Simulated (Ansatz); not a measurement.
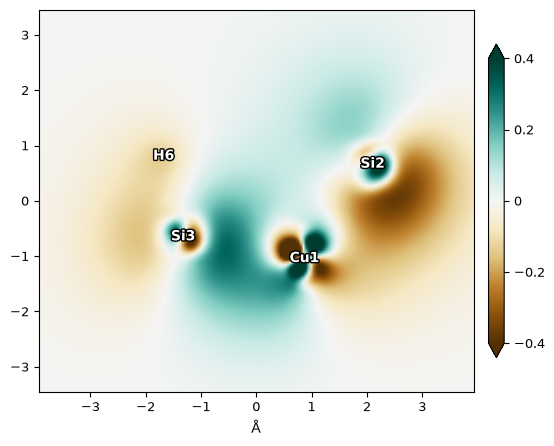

The picture shows: CuH5Si2. The HOMO on the plane of atoms Si2, Cu1 and Si3 (values in Å⁻³ᐟ²; the overall sign is arbitrary).

Geometry: B3LYP/6-31G*.

The calculation used isolated molecule in a Gaussian basis; Kohn-Sham density functional theory, functional PBE0 (Ansatz).

```xyz
8

Cu   -1.1783   -1.3356   -1.4765
Si   -2.7283   -2.1411   -0.2951
Si    0.1669    0.1053   -0.4443
H    -3.7354   -1.1942    0.3043
H    -2.3544   -2.9325    0.9313
H    -0.1818    0.3376    0.9895
H     0.1476    1.4607   -1.0816
H     1.5933   -0.3518   -0.4360
```

### Describe this orbital and give its energy.

By Hirshfeld shares it lies mainly on Si2 (about 40 %), Cu1 (about 25 %) and Si3 (about 25 %). Its energy is −6.39 eV.
